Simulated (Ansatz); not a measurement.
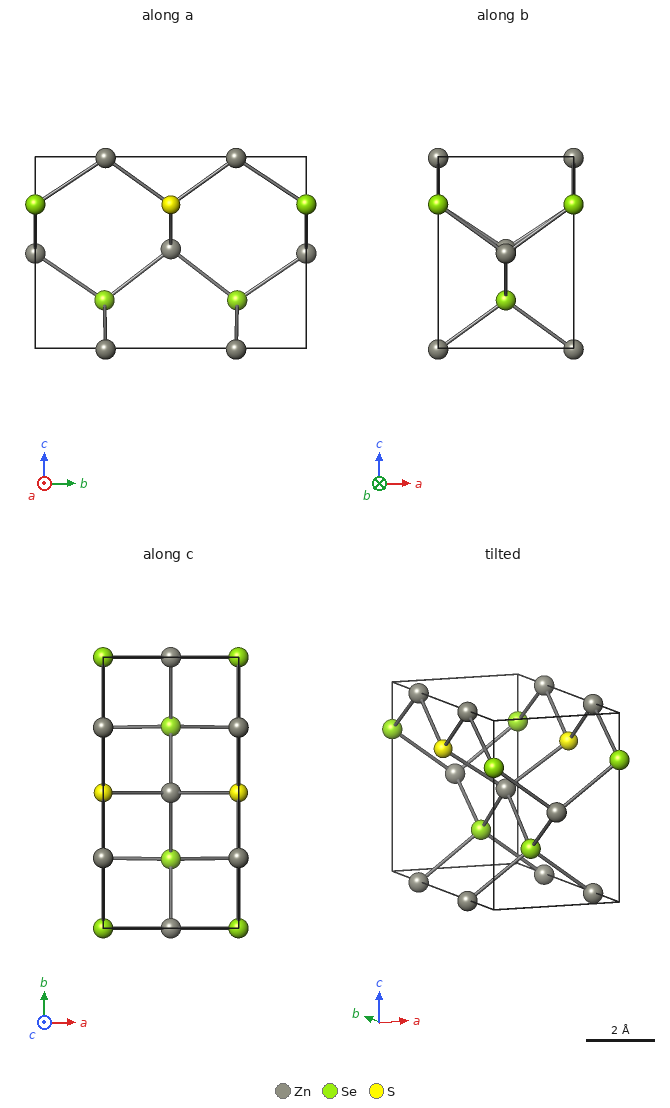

A ball-and-stick rendering, viewed along the a axis, along the b axis, along the c axis and slightly off an axis. The frame is the conventional unit cell; atoms at its boundary are shown with their periodic copies.

Lattice parameters: a = 4.002 Å, b = 8.009 Å, c = 5.657 Å, α = 90.00°, β = 90.00°, γ = 90.00°. Put a along x and b in the xy plane.

Q: Set out the cell and atoms as a POSCAR file, with free fractional coordinates to two decimals.

A:
```
Zn Se S
1.0
     4.002    0.000    0.000
     0.000    8.009    0.000
     0.000    0.000    5.657
Zn Se S
4 3 1
Direct
  0.00 0.74 0.99
  0.50 0.50 0.52
  0.00 0.26 0.99
  0.50 0.00 0.49
  0.50 0.74 0.25
  0.50 0.26 0.25
  0.00 0.00 0.75
  0.00 0.50 0.75
```

The structure comes from a structure type filled with these elements by a generator (whether the compound takes this form wasn't checked). Earlier steps of the study, as a rule a relaxation of our own, may have changed the cell and positions, so they can lie some per cent off the listed ones. A calculation with Ansatz used it as input.
